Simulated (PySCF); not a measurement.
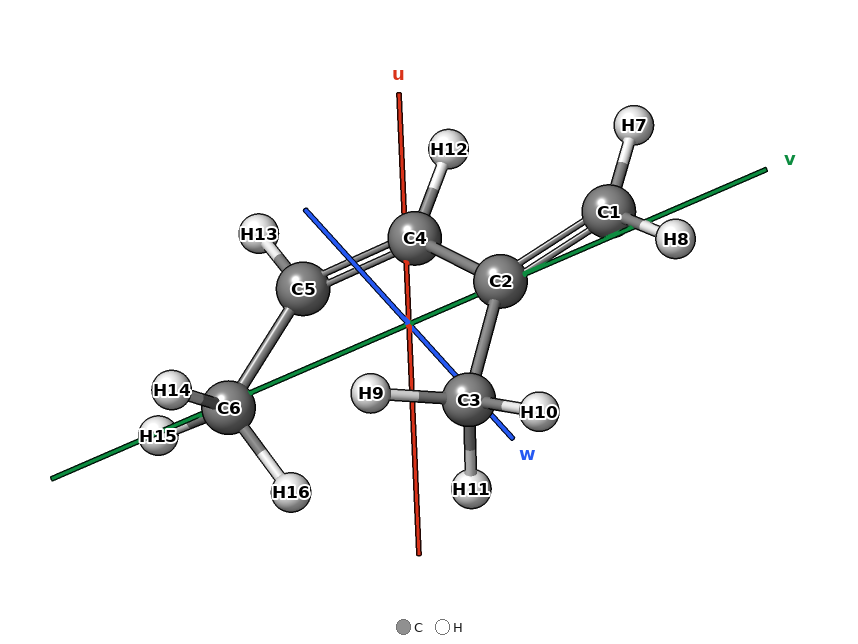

The lines u, v and w are the principal axes of the static dipole polarisability. The geometry was computed by an optimisation with PBE0-D3(BJ)/def2-SVP. No frequency run is at hand to confirm it as a minimum. Level of theory: ωB97X-D/def2-SVPD (PySCF 2.14.0).

Question: Along which axis is the molecule most polarisable, and along which least?

Answer: Most along v (nearly parallel to the C4–C5 bond), least along w.

Question: Give the three principal values.

Answer: u 71.3, v 113.8, w 53.4 bohr³; mean 79.5, anisotropy 53.8 bohr³.
